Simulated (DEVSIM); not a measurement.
Structure: Si n-p junction from an implanted or diffused profile, at 300 K.

```csv
layer (left to right),material,thickness (μm),Na (cm⁻³),τn (s),τp (s)
1,Si,5.60,4.8e14,2.4e-7,2.4e-7
```

Added donor profile: 2.2e17 cm⁻³ × exp(−(x − 0.053 μm)²/(2·(0.26 μm)²)). Left contact: ohmic. Right contact: ohmic. Voltage is applied to the left contact. Recombination: SRH at mid-gap, radiative, Auger. Mobility is μmin + (μ − μmin)/(1 + (N/Nref)^α).

The device is made up for the run: typed textbook-type constants, with dimensions and the other settings drawn at random. Values at 300 K.

| parameter | Si |
|---|---|
| gap (eV) | 1.124 |
| affinity (eV) | 4.05 |
| permittivity | 11.7 |
| Nc (cm⁻³) | 2.86e19 |
| Nv (cm⁻³) | 3.1e19 |
| μn (cm²/Vs) | 1417 |
| μp (cm²/Vs) | 470 |
| μn,min | 52 |
| μp,min | 45 |
| Nref,n | 9.7e16 |
| Nref,p | 2.2e17 |
| αn | 0.68 |
| αp | 0.72 |
| B (cm³/s) | 4.7e-15 |
| Cn (cm⁶/s) | 2.8e-31 |
| Cp (cm⁶/s) | 9.9e-32 |

Model (solved in DEVSIM): 1D drift-diffusion, Boltzmann statistics, complete ionisation; no tunnelling, impact ionisation, image-force lowering or self-heating.

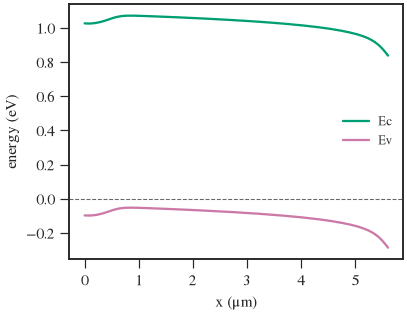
Band edges at -0.9 V on the left contact

Energies count from the Fermi level of the right contact; mesh points crowd at the junctions.

| x (μm) | Ec (eV) | Ev (eV) | n (cm⁻³) | p (cm⁻³) | field (V/cm) |
|---|---|---|---|---|---|
| 0.000 | 1.026 | -0.098 | 2.2e17 | 540 | -230 |
| 0.01751 | 1.026 | -0.098 | 2.2e17 | 1.9e14 | -190 |
| 0.04168 | 1.026 | -0.098 | 2.2e17 | 4.5e14 | -110 |
| 0.07248 | 1.026 | -0.098 | 2.2e17 | 7.9e14 | 12 |
| 0.1361 | 1.026 | -0.098 | 2.1e17 | 1.5e15 | 250 |
| 0.2054 | 1.029 | -0.095 | 1.9e17 | 2.5e15 | 500 |
| 0.3011 | 1.035 | -0.089 | 1.4e17 | 4.3e15 | 820 |
| 0.4846 | 1.054 | -0.070 | 6.6e16 | 1.1e16 | 1100 |
| 0.6302 | 1.066 | -0.058 | 3.8e16 | 2.0e16 | 590 |
| 0.7862 | 1.071 | -0.053 | 2.9e16 | 2.5e16 | 100 |
| 0.9370 | 1.071 | -0.053 | 2.6e16 | 2.6e16 | -70 |
| 1.145 | 1.069 | -0.055 | 2.4e16 | 2.5e16 | -120 |
| 1.313 | 1.067 | -0.057 | 2.4e16 | 2.4e16 | -120 |
| 1.729 | 1.062 | -0.062 | 2.1e16 | 2.2e16 | -140 |
| 3.222 | 1.036 | -0.088 | 1.3e16 | 1.4e16 | -220 |
| 4.315 | 1.004 | -0.120 | 7.2e15 | 7.7e15 | -400 |
| 4.911 | 0.972 | -0.152 | 3.8e15 | 4.2e15 | -740 |
| 5.235 | 0.939 | -0.185 | 2.0e15 | 2.2e15 | -1500 |
| 5.451 | 0.893 | -0.231 | 1.1e15 | 9.4e14 | -3000 |
| 5.526 | 0.867 | -0.257 | 7.4e14 | 6.5e14 | -3700 |
| 5.571 | 0.850 | -0.274 | 3.9e14 | 5.3e14 | -4100 |
| 5.600 | 0.838 | -0.286 | 240000 | 4.8e14 | -4200 |
